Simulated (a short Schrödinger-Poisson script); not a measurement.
Stack: symmetric double-gate stack, Al2O3 on p-type Ge(100), at 300 K.

```csv
layer,material,thickness (nm),Na (cm⁻³)
1,Al2O3,4.1,-
2,Ge,4,5e17
3,Al2O3,4.1,-
```

The device is made up for the run: typed textbook-type constants, with dimensions and the other settings drawn at random. Al2O3: permittivity 9, conduction-band edge (eV) 2.65, gap (eV) 6.8, electron mass (mₑ) 0.3. Ge: permittivity 16, conduction-band edge (eV) 0, gap (eV) 0.664, Nv at 300 K (cm⁻³) 6e18.

Channel valleys (confinement mass, in-plane density-of-states mass, number): L4 0.12, 0.295, 4. At the gates, both at one voltage, the conduction-band edge of layer 1 lies 3.17 eV − eVg above the Fermi level of the channel. Gaps are held at their typed values at every temperature. Mesh 0.03 nm at interfaces.

From a short Schrödinger-Poisson script (our own, NumPy): 1D Poisson equation in equilibrium, electrons quantum, Hartree (BenDaniel-Duke, 12 states a valley, the channel's in-plane mass for all, wave functions free to enter the dielectric), parabolic valleys, classical holes, full ionisation, no traps, pinning or gate leakage.

Only gate voltages with over 1e8 electrons/cm² are shown.

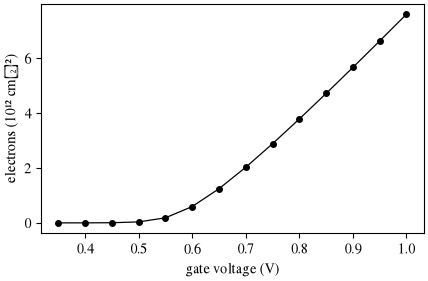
Sheet density against gate voltage

| Vg (V) | electrons (cm⁻²) | C (μF/cm²) | L4 E0 (meV) | L4 E1 (meV) |
|---|---|---|---|---|
| 0.35 | 1.13e8 | < 0.003 | 300.7 | 672.8 |
| 0.4 | 7.80e8 | 0.00492 | 250.8 | 622.9 |
| 0.45 | 5.35e9 | 0.0335 | 201.0 | 573.1 |
| 0.5 | 3.51e10 | 0.208 | 152.4 | 524.4 |
| 0.55 | 1.84e11 | 0.861 | 109.3 | 481.1 |
| 0.6 | 5.96e11 | 1.77 | 78.6 | 449.6 |
| 0.65 | 1.25e12 | 2.35 | 58.8 | 428.7 |
| 0.7 | 2.03e12 | 2.65 | 45.4 | 413.9 |
| 0.75 | 2.89e12 | 2.83 | 35.4 | 402.4 |
| 0.8 | 3.79e12 | 2.94 | 27.4 | 392.9 |
| 0.85 | 4.72e12 | 3.02 | 20.7 | 384.6 |
| 0.9 | 5.67e12 | 3.07 | 15.0 | 377.2 |
| 0.95 | 6.63e12 | 3.11 | 9.9 | 370.5 |
| 1 | 7.61e12 | 3.14 | 5.2 | 364.2 |

Subbands count from the Fermi level. The capacitance is that of both gates.

Only the L valleys are kept; under strong confinement the Δ valleys of Ge fill too.
